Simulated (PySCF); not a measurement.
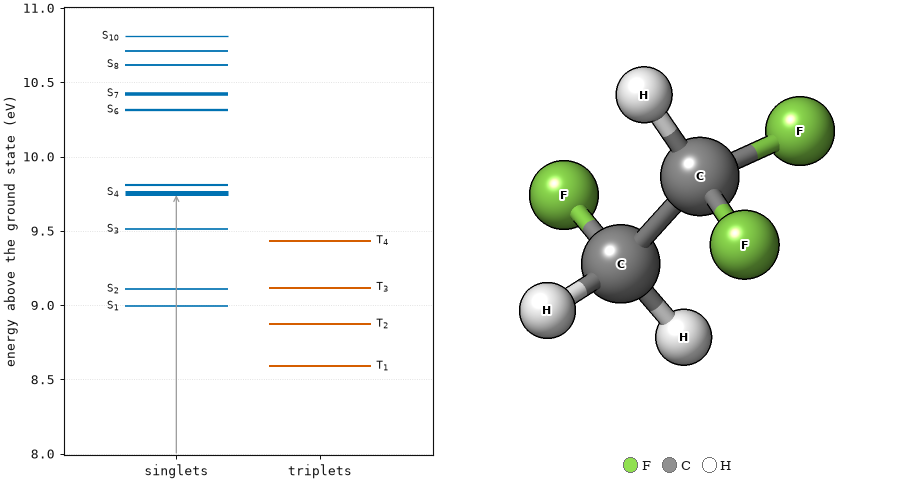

State diagram of C₂H₃F₃, SMILES FCC(F)F. Vertical TDDFT excitations, B3LYP/def2-SVPD in PySCF 2.14.0, at a PBE0-D3(BJ)/def2-SVP geometry (no frequency check), gas phase. Triplets in the Tamm-Dancoff approximation; only the lowest 10 singlets and 4 triplets were computed. Thicker singlet lines are brighter; the arrow marks the brightest. S0, at zero, lies below the range drawn.

**What are the energy, strength and character of the state that the arrow marks?**

S4 at 9.76 eV (127 nm), f = 0.092, mainly HOMO → LUMO+2 (94 %) (S5 lies within 0.06 eV, too close to order).

**What character does the calculation give T1?**

Mainly HOMO → LUMO+1 (88 %).

**What is the vertical gap between S1 and T1?**

0.40 eV: S1 at 8.99 eV, T1 at 8.59 eV.

Known limits of this run: states above the negative HOMO energy depend on the basis; one conformer of a flexible molecule; core orbitals are frozen in the response.
